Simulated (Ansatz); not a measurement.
All values below come from PBE (plane waves to 420 eV, PAW; Ansatz, a program for electronic structure).

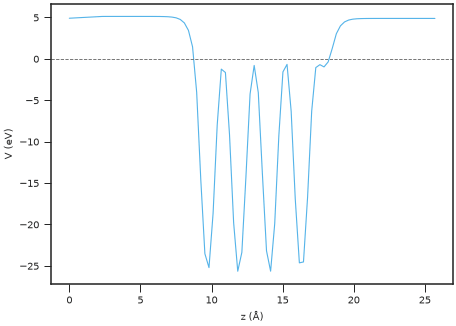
*Planar average of the electrostatic potential across the slab, in eV from the Fermi level, for Si on the 1x1 (111) surface of fcc Rh, one in a 2x2 cell, started at the site 'hollow Rh-Rh-Rh over Rh at depth 2.2 Å'*

Model: 17-atom slab, 6.5 Å thick at the start under the adsorbate (thin: gaps and levels are the slab's own), 6x6x1 mesh, Fermi-Dirac 0.1 eV, dipole correction, 8 atoms held, the rest relaxed; start symmetry kept, larger cells not searched; no spin, no spin-orbit, no U, no dispersion correction. At the end it is bonded to 3 Rh. In PBE it is, or lies within 0.03 eV of, the lowest of the starts that converged.

The vacuum level lies 4.89 eV above the Fermi level over the top face and 5.13 eV above it under the bottom face.
